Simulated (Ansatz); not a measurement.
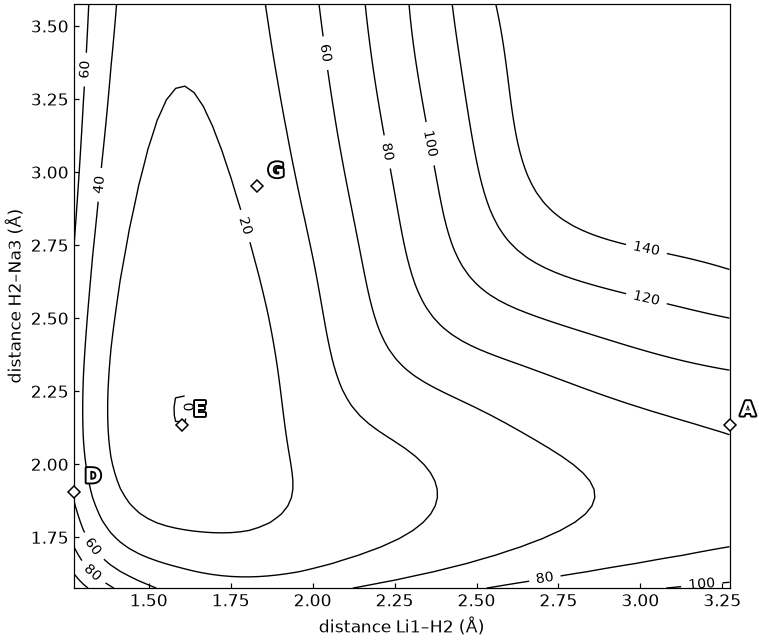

The system Li + HNa, spin multiplicity 2. The first coordinate is: distance Li1–H2; the second: distance H2–Na3. Nothing is relaxed (the angle Li1–H2–Na3 is fixed at 180 degrees). The scan uses a 9 × 9 grid. Points are written as (first, second). All energies are given in kJ/mol relative to the lowest grid point. Level of theory: UKS wB97X-V/def2-SVPD (Ansatz 0.2.0).

Drawn: contour lines labelled in kJ/mol (none above 140), lettered points. Between grid points the surface is interpolated.

Rank the lettered points by energy, lowest first.

Answer. E (0 kJ/mol), G (26 kJ/mol), D (57 kJ/mol), A (83 kJ/mol).

What kind of point is each of E, G: minimum, saddle, maximum or slope?

Answer. E: minimum; G: on a slope. (In these two coordinates alone; a stationary point may lie a little off the grid point.)
